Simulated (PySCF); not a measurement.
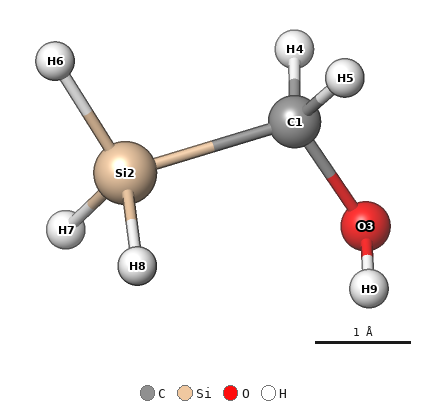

The structure as given in the input (ball-and-stick view, seen at a tilt; atoms are numbered from 1 in the order of the input). Bond lengths as drawn: C–H 1.07 to 1.12 Å, C–O 1.44 Å, C–Si 1.91 Å, H–O 0.96 Å and H–Si 1.45 to 1.47 Å.

# Geometry relaxation of CH₆OSi

System: CH₆OSi.
Method: PBE0-D3(BJ)/def2-SVP geometry optimisation, gas phase (PySCF 2.14.0).

**Output**
```
step   0  E = -405.96990703  max force = 0.035432
step   1  E = -405.97399372  max force = 0.006635
step   2  E = -405.97413686  max force = 0.001407
step   3  E = -405.97414968  max force = 0.000180
optimisation converged
```

**Trajectory as extended XYZ (Å, eV, eV/Å), 4 frames, from step=0 to step=3**
```
9
Properties=species:S:1:pos:R:3:forces:R:3 step=0 energy=-11047.00385
C     0.4768    0.3857   -0.6097   -1.8220   0.7873  -0.9013
Si   -0.3660   -0.0725    1.0440    1.0117   0.3748  -0.8363
O    -0.2151   -0.2184   -1.7210    0.3758   0.1671   0.6802
H     0.3963    1.4839   -0.8072    0.0460  -0.4412   0.3364
H     1.5265    0.1708   -0.6438    1.2092  -0.3342   0.1516
H     0.3206    0.6419    2.1254    0.1566   0.2006   0.5410
H    -1.7706    0.2645    0.9889   -0.8867   0.1971   0.0204
H    -0.1905   -1.5145    1.1976   -0.0303  -0.7008   0.1814
H    -0.1339   -1.1647   -1.5828   -0.0605  -0.2507  -0.1734
9
Properties=species:S:1:pos:R:3:forces:R:3 step=1 energy=-11047.11506
C     0.4197    0.3702   -0.6854    0.3412  -0.2750   0.0891
Si   -0.3121   -0.0118    1.0281   -0.1218  -0.0475  -0.0328
O    -0.2102   -0.3679   -1.7089   -0.0697  -0.0545   0.0109
H     0.2831    1.4333   -0.9151   -0.0596   0.1880  -0.0501
H     1.5211    0.2072   -0.6695   -0.0989   0.0574  -0.0031
H     0.3884    0.7003    2.1419    0.0418   0.0207  -0.0456
H    -1.7584    0.3485    1.0420   -0.0551   0.0176   0.0349
H    -0.2051   -1.4883    1.2589    0.0249  -0.0006  -0.0022
H    -0.0592   -1.3060   -1.5434   -0.0029   0.0940  -0.0010
9
Properties=species:S:1:pos:R:3:forces:R:3 step=2 energy=-11047.11895
C     0.4265    0.3657   -0.6825    0.0724   0.0127   0.0369
Si   -0.3193   -0.0160    1.0252   -0.0557  -0.0060  -0.0154
O    -0.2107   -0.3652   -1.7068   -0.0169  -0.0156  -0.0216
H     0.2843    1.4348   -0.9123   -0.0081  -0.0068   0.0157
H     1.5257    0.2087   -0.6660   -0.0270   0.0076  -0.0096
H     0.3941    0.7049    2.1248    0.0179   0.0091  -0.0064
H    -1.7682    0.3460    1.0494    0.0098   0.0020   0.0064
H    -0.2045   -1.4914    1.2603    0.0062   0.0021   0.0014
H    -0.0607   -1.3021   -1.5433    0.0014  -0.0050  -0.0074
9
Properties=species:S:1:pos:R:3:forces:R:3 step=3 energy=-11047.11930
C     0.4273    0.3639   -0.6808   -0.0041   0.0041   0.0060
Si   -0.3224   -0.0172    1.0250   -0.0065  -0.0060  -0.0042
O    -0.2099   -0.3648   -1.7083   -0.0012   0.0090  -0.0093
H     0.2827    1.4336   -0.9064   -0.0037  -0.0081   0.0030
H     1.5257    0.2092   -0.6652   -0.0003  -0.0027  -0.0010
H     0.3981    0.7073    2.1183    0.0038   0.0016  -0.0010
H    -1.7702    0.3474    1.0532    0.0070   0.0024  -0.0009
H    -0.2060   -1.4919    1.2630   -0.0014   0.0016   0.0049
H    -0.0579   -1.3022   -1.5502    0.0064  -0.0018   0.0025
```

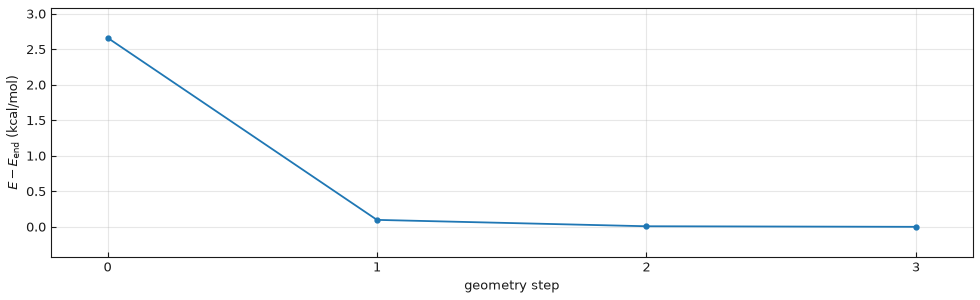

Progress of the relaxation, step by step (steps are counted from 0).

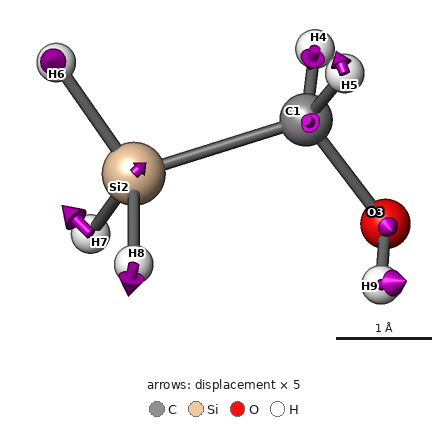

The starting structure with the displacements as pink arrows, magnified 5 times (ball-and-stick view, seen on its broad side). The two geometries are laid on each other by the best rigid fit. The largest move after the best rigid fit is that of H7, 0.097 Å. Largest moves by element: H 0.097 Å, C 0.051 Å, O 0.049 Å, Si 0.036 Å. Among the contacts that change: Si2–H7 1.446 → 1.493 Å, Si2–H8 1.461 → 1.498 Å, C1–H5 1.072 → 1.109 Å, C1–O3 1.442 → 1.412 Å. Among the angles that change: Si2–C1–H5 114.3° → 110.5°, C1–Si2–H6 108.3° → 111.6°, O3–C1–H4 103.9° → 107.0°. After 3 geometry steps the energy has fallen by 2.66 kcal/mol. Largest force component: 1.8 eV/Å at the start, 0.0093 eV/Å at the end. (Atoms are counted from 1 in the order of the input.)

The run was set up as follows.

**The input**
```
{"job": {"xc": "PBE0", "basis": "def2-SVP", "d3": "d3bj", "grid": 2, "kind": "geom", "shake": 0.01}, "charge": 0, "multiplicity": 1}
C      0.476777     0.385657    -0.609690
Si    -0.365981    -0.072451     1.043989
O     -0.215090    -0.218363    -1.720965
H      0.396343     1.483916    -0.807208
H      1.526544     0.170808    -0.643748
H      0.320651     0.641917     2.125412
H     -1.770620     0.264538     0.988845
H     -0.190445    -1.514485     1.197571
H     -0.133931    -1.164685    -1.582755
```

The first line tells a small driver script what to run in PySCF; the rest is the geometry in Å.

Run as:
```bash
OMP_NUM_THREADS=1 python <driver script> task.json out
```

**Results in brief**

| quantity | value |
| --- | --- |
| outcome | converged |
| total energy | −405.974150 hartree |
| dipole moment | 1.25 D |
| point group | C1 |
| hardware | 1 CPU thread, shared host |
| wall time | 14 s |
| peak memory | 0.41 GiB |
